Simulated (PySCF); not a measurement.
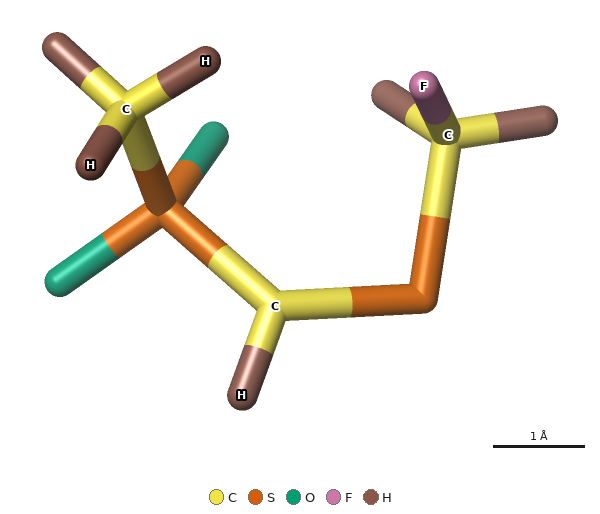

The structure as given in the input (stick view, seen at a tilt).

**EPR calculation, with input and output: C₃H₆FO₂S₂**

- system: C₃H₆FO₂S₂, multiplicity 2
- method: UKS B3LYP, pcH-1 on C F H O S, non-relativistic, mean-field spin-orbit, GIAO (PySCF 2.14.0)

It belongs to a series of runs on one base structure; here: H removed from sp3 C.

Log
```
UKS, coarse grid
  cycle   1  E = -1164.19389441  |g| = 9.47e-01
  cycle   2  E = -1162.89406090  |g| = 2.02e+00
  cycle   3  E = -1164.44925811  |g| = 3.04e-01
  cycle   4  E = -1164.48643786  |g| = 1.32e-01
  cycle   5  E = -1164.49257866  |g| = 5.25e-02
  cycle   6  E = -1164.49369949  |g| = 1.30e-02
  cycle   7  E = -1164.49375115  |g| = 8.32e-03
  cycle   8  E = -1164.49378229  |g| = 2.66e-03
  cycle   9  E = -1164.49378728  |g| = 1.06e-03
  cycle  10  E = -1164.49378757  |g| = 4.32e-04
UKS, final grid
  cycle   1  E = -1164.49386984  |g| = 6.07e-04
  cycle   2  E = -1164.49386943  |g| = 1.12e-03
  cycle   3  E = -1164.49387003  |g| = 1.13e-04
  cycle   4  E = -1164.49387004  |g| = 3.21e-05
  cycle   5  E = -1164.49387004  |g| = 1.92e-05
E = -1164.49387004 Eh   <S^2> = 0.7544 (exact 0.7500)
g shifts (ppm)      1          2          3
  rmc          -188       -188       -188
  gc             15         57         43
  oz_so         112       2136       5284
  total         -61       2006       5140
hyperfine (MHz)  atom isotope    a_iso     a_fc   dipolar eigenvalues
    0   13C       0.28       0.29     -1.37     -0.80      2.16
    1   33S       6.43       6.42     -1.48     -0.24      1.72
    2   17O      -2.64      -2.61     -7.00      3.10      3.90
    3   17O      -5.13      -5.15    -12.75      5.82      6.93
    4   13C     123.46     123.16    -61.98    -61.70    123.67
    5   33S       9.47       9.87    -29.37    -25.99     55.36
    6   13C      18.99      19.00     -1.54     -1.05      2.58
    7   19F      31.25      30.77    -20.46    -17.55     38.00
    8    1H      14.06      14.06     -1.32     -1.01      2.33
    9    1H       2.70       2.70     -2.63     -2.19      4.82
   10    1H       2.51       2.51     -2.53     -2.10      4.63
   11    1H     -45.68     -45.77    -28.41     -2.70     31.10
   12    1H       0.15       0.15     -2.57     -1.83      4.40
   13    1H       7.71       7.71     -2.72     -2.17      4.88
```

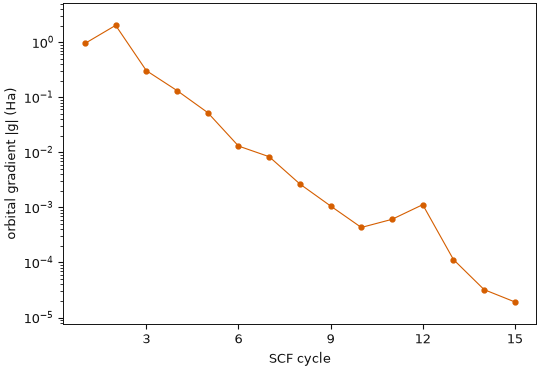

Convergence of the self-consistent field: orbital gradient |g| against the SCF cycle. All cycles printed in the log are drawn one after another.

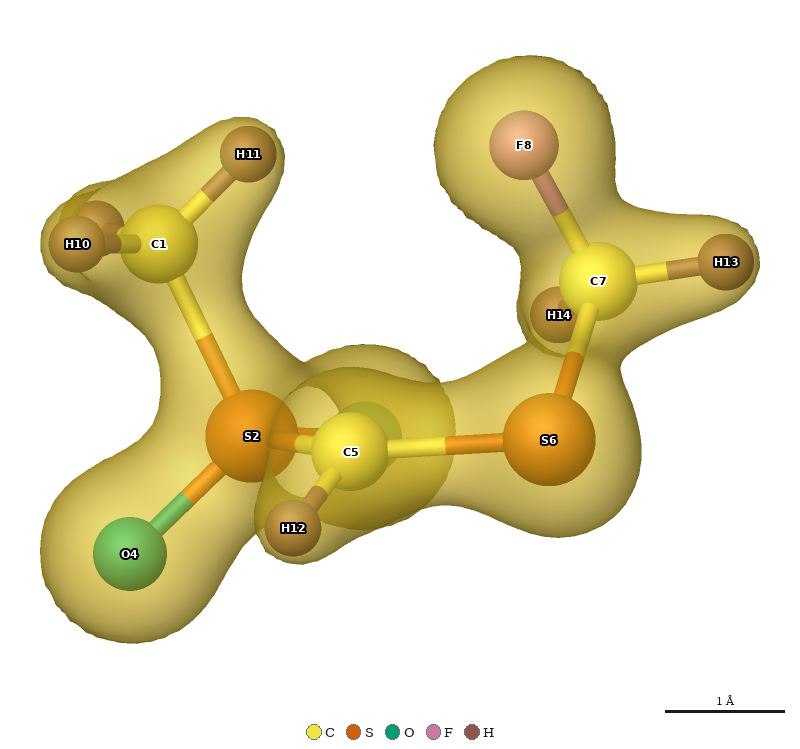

Isosurface of the total electron density at 0.8 e/Å³ (yellow), seen at a tilt. At this value the surface is in one piece. On the grid the lowest density along these lines, outside the cores, is 1.7 e/Å³ (C–F, 1.36 Å), 2 e/Å³ (S–O, 1.44 Å), 1.5 e/Å³ (C–S, 1.69 Å) and 1.9 e/Å³ (C–H, 1.07 Å).

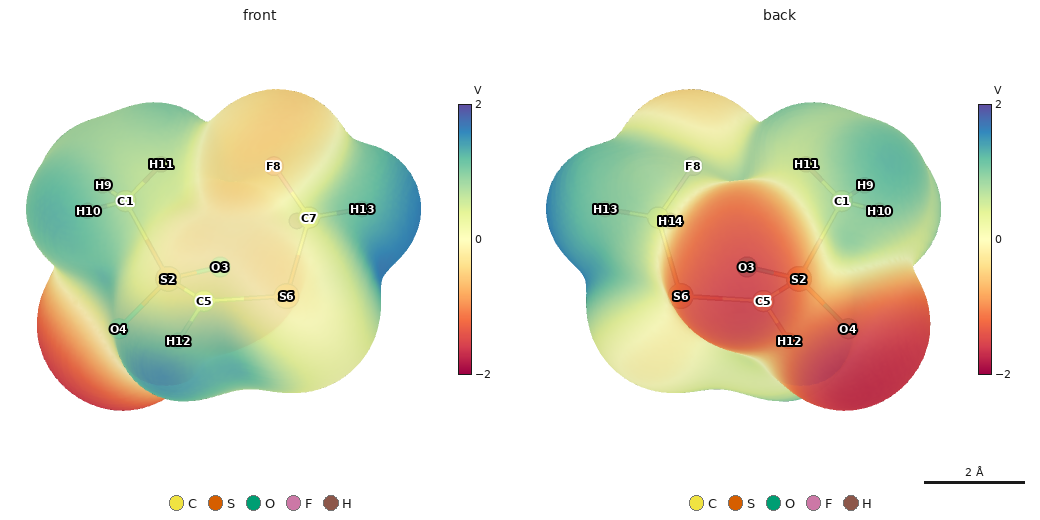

The molecular electrostatic potential painted on the density surface at 0.002 e/bohr³, seen at a tilt and from behind; red is negative and blue positive.

This output came from the following input.

Input
```
{"job": {"kind": "epr", "basis": "pcH-1"}, "charge": 0, "multiplicity": 2}
C     -1.721613     0.397268     0.581883
S     -0.859495    -0.035474    -0.948424
O     -0.077631     1.102445    -1.373518
O     -1.822118    -0.577319    -1.866509
C      0.212676    -1.369335    -0.496897
S      1.893750    -1.217127    -0.349128
C      2.051235     0.418384     0.457276
F      1.421124     0.410037     1.664638
H     -2.394927     1.214697     0.356168
H     -2.276363    -0.476804     0.895428
H     -0.996257     0.691913     1.328612
H     -0.123940    -2.331238    -0.834823
H      3.114541     0.598436     0.624501
H      1.578342     1.173645    -0.175871
```

The first line tells a small driver script what to run in PySCF; the rest is the geometry in Å.

Launched with:
```bash
OMP_NUM_THREADS=1 python <driver script> task.json out
```

Results in brief

| quantity | value |
| --- | --- |
| outcome | converged |
| total energy | −1164.493870 hartree |
| ⟨S²⟩ | 0.754 |
| isotropic g | 2.0047 |
| hardware | 1 CPU thread, shared host |
| wall time | 1.8 min |
| peak memory | 0.96 GiB |
